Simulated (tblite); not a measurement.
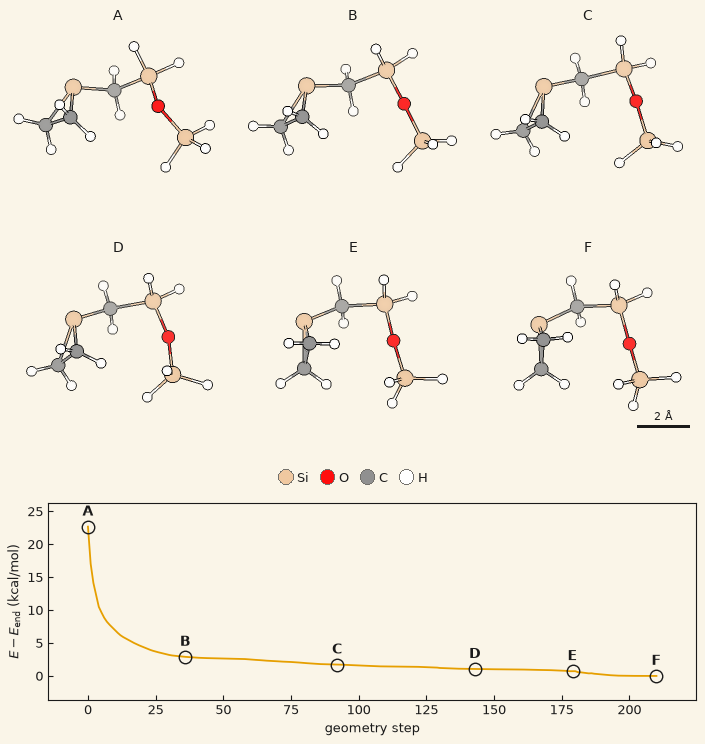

Frames of a relaxation of C3H11OSi3 (multiplicity 2), marked on the history of the run. The picture is a ball-and-stick view, seen at a tilt.

Level of theory: GFN2-xTB geometry optimisation, gas phase in tblite. 

### Describe the path.

The atom that moves furthest after the best rigid fit is an H atom (2.23 Å). Largest moves by element: H 2.23 Å, O 1.18 Å, C 1.14 Å, Si 0.73 Å. Some distances before and after: Si–Si 2.855 → 3.221 Å, O–Si 1.716 → 1.616 Å, O–Si 1.682 → 1.617 Å, C–Si 1.851 → 1.909 Å. Among the angles between lasting bonds that change: Si–O–Si 114.3° → 170.2°, Si–C–H 112.6° → 122.3°, O–Si–H 113.9° → 105.3°. Groups turn about C–Si by about 60°. After 210 geometry steps the energy has fallen by 22.7 kcal/mol. The run took 2 s on 1 thread of Arm Neoverse V1, with other jobs on the host. From step 0 to 36: the O atom moves most (0.76 Å), energy −19.8 kcal/mol. From step 36 to 92: an H atom moves most (0.61 Å), energy −1.17 kcal/mol. From step 92 to 143: an H atom moves most (0.75 Å), energy −0.68 kcal/mol. From step 143 to 179: an H atom moves most (0.83 Å), energy −0.32 kcal/mol. From step 179 to 210: an H atom moves most (0.33 Å), energy −0.72 kcal/mol.
